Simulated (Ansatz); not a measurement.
# Br3HOZr: what the fields show

Input file:

```
crystal:
  periodic: [false, false, false]
  atoms:
    - {symbol: O, position_ang: [-0.020183, 0.199506, 1.482634]}
    - {symbol: Zr, position_ang: [0.004809, -0.050227, -0.374410]}
    - {symbol: Br, position_ang: [1.872706, -1.587513, -0.961542]}
    - {symbol: Br, position_ang: [-2.164316, -1.040235, -1.089843]}
    - {symbol: Br, position_ang: [0.338848, 2.152300, -1.485424]}
    - {symbol: H, position_ang: [-0.031856, 0.326169, 2.428575]}
basis:
  gaussian: {orbitals: def2-TZVPP}
hamiltonian: {xc: pbe0, dispersion: d4}
output: {orbitals: {seedname: orbitals}}
```

Run with:

```sh
ansatz run in.yaml --threads 4 --pin off --events-out ev --progress --plain --max-ram 11315MiB
```

Geometry: PBE0-D4/def2-TZVP; core potentials replace the inner electrons of Zr.

The calculation used Ansatz, RKS PBE0-D4/def2-TZVPP.

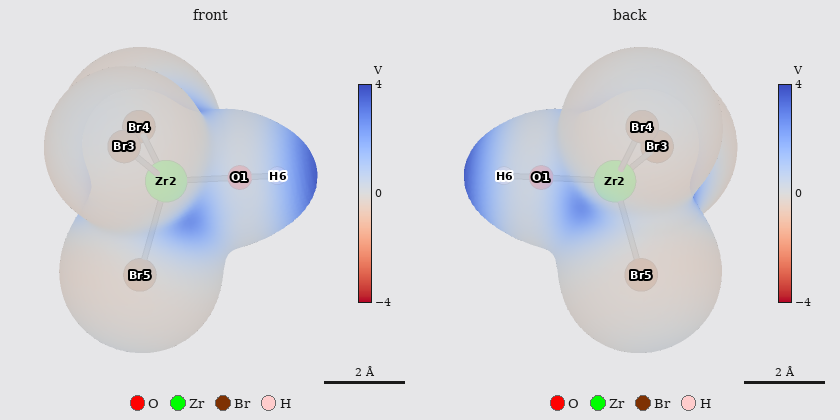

Figure 1. The molecular electrostatic potential painted on the density surface at 0.002 e/bohr³, seen from the front and from behind; the colour scale runs from red (negative) to blue (positive).

Describe the electrostatic potential map.

Answer. The most negative region (about −0.2 V) lies over Br3, Br4 and Br5, the most positive (about +3.4 V) over H6.

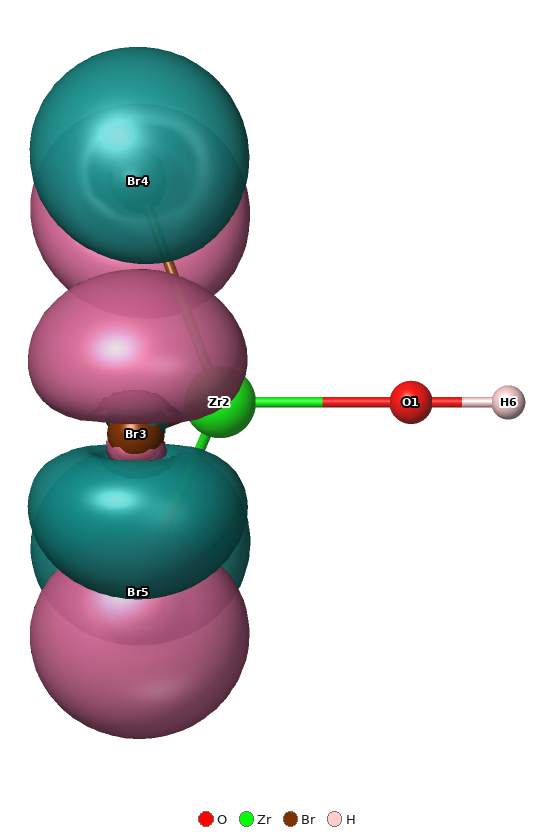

Figure 2. The HOMO at ±0.1 Å⁻³ᐟ² (teal and pink are the two phases), seen across its widest extent.

Describe this orbital and give its energy.

Answer. It lies mainly on Br3 (about 30 %), Br4 (about 30 %) and Br5 (about 30 %); largely a combination of lone pairs on Br3, Br4 and Br5. Its energy is −8.56 eV.

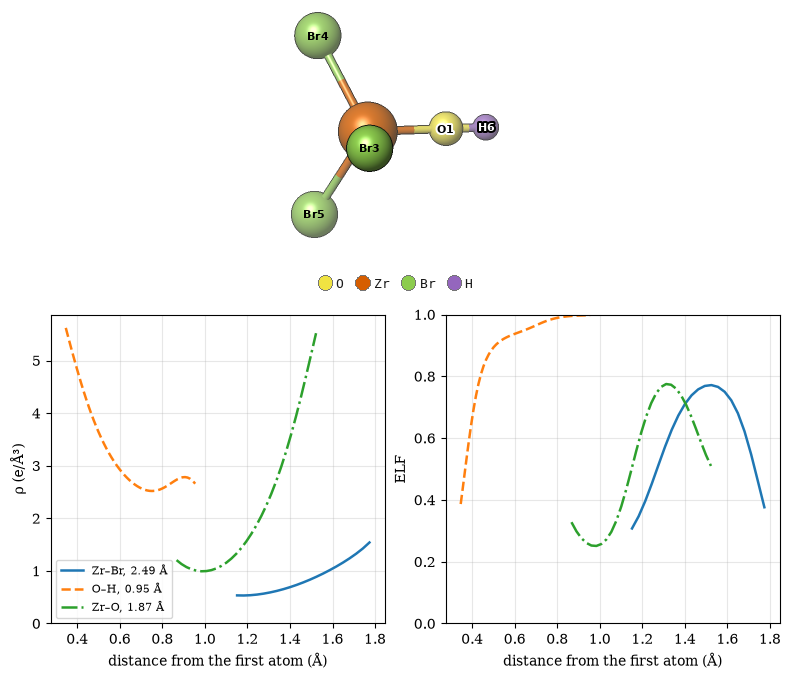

Figure 3. Electron density and electron localisation function along straight lines between neighbouring atoms. The curves leave out the atomic cores. The structure is drawn too.

What can be read from the curves?

Answer. Zr–Br (2.49 Å): the density is about 0.55 e/Å³ at the midpoint; the ELF peaks at about 0.75 in the valence shell of Br, 1.0 Å from its nucleus, and is about 0.45 at the midpoint.
O–H (0.95 Å): the density is about 3.9 e/Å³ at the midpoint; the ELF climbs to about 1 towards the hydrogen, as it does in any bond to H (an ordinary covalent bond to hydrogen).
Zr–O (1.87 Å): ρ is about 1 e/Å³ halfway; the ELF peaks at about 0.80 in the valence shell of O, 0.6 Å from its nucleus, and drops to about 0.25 between the two atoms.
